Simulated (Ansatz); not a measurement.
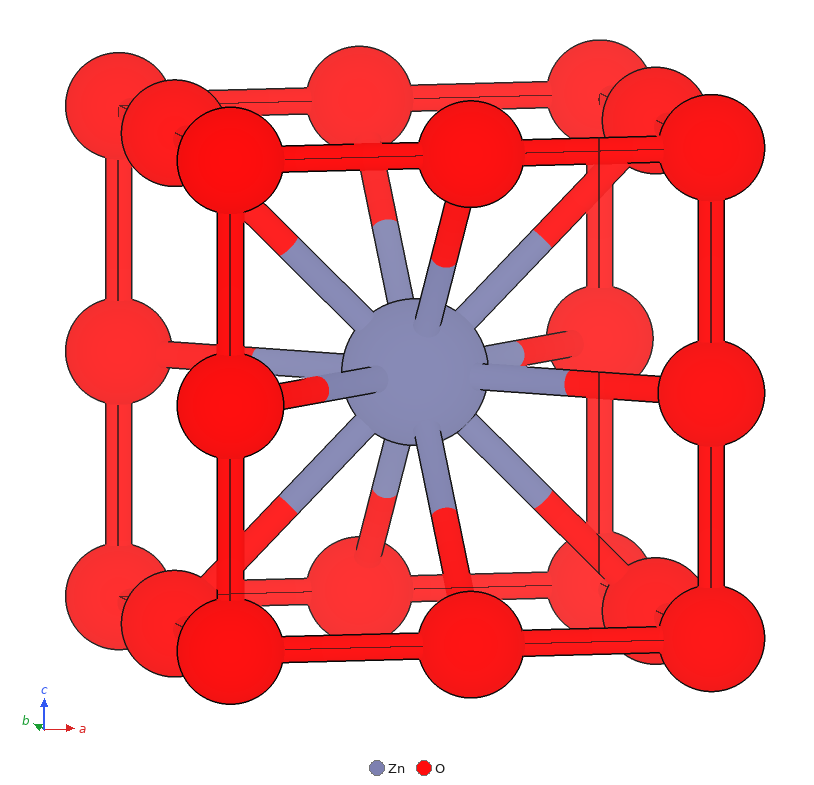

View slightly off an axis, drawn as a ball-and-stick model. The outline marks the simulation cell.

```yaml
crystal:
  lattice:
    - [3.57953, 0.00000, 0.00000]
    - [0.00000, 3.57953, 0.00000]
    - [0.00000, 0.00000, 3.57953]
  atoms:
    - { symbol: Zn, position: [0.50000, 0.50000, 0.50000] }
    - { symbol: O, position: [0.00000, 0.00000, 0.00000] }
    - { symbol: O, position: [0.50000, 0.00000, 0.00000] }
    - { symbol: O, position: [0.00000, 0.50000, 0.00000] }
    - { symbol: O, position: [0.00000, 0.00000, 0.50000] }
```

Method: DFT PBE, scalar-relativistic, plane waves, PAW (Ansatz); cutoff 420 eV, a 10×10×10 grid in reciprocal space, Gaussian smearing of 0.1 eV, no spin polarisation.

### What charge does Bader's analysis assign to each element?

Zn +1.36 e; O -0.48 to +0.08 e.

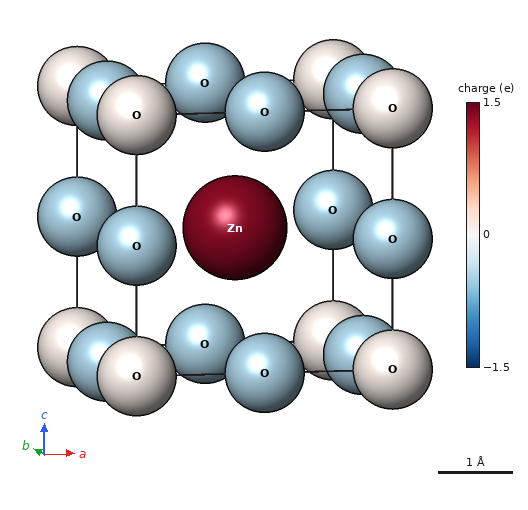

The atoms coloured by those charges.

The structure comes from a random cell made by a generator, so it need not be a real form of the compound. Earlier steps of the study, as a rule a relaxation of our own, may have changed the cell and positions, so they can lie some per cent off the listed ones. It was run through Ansatz as a DFT input.
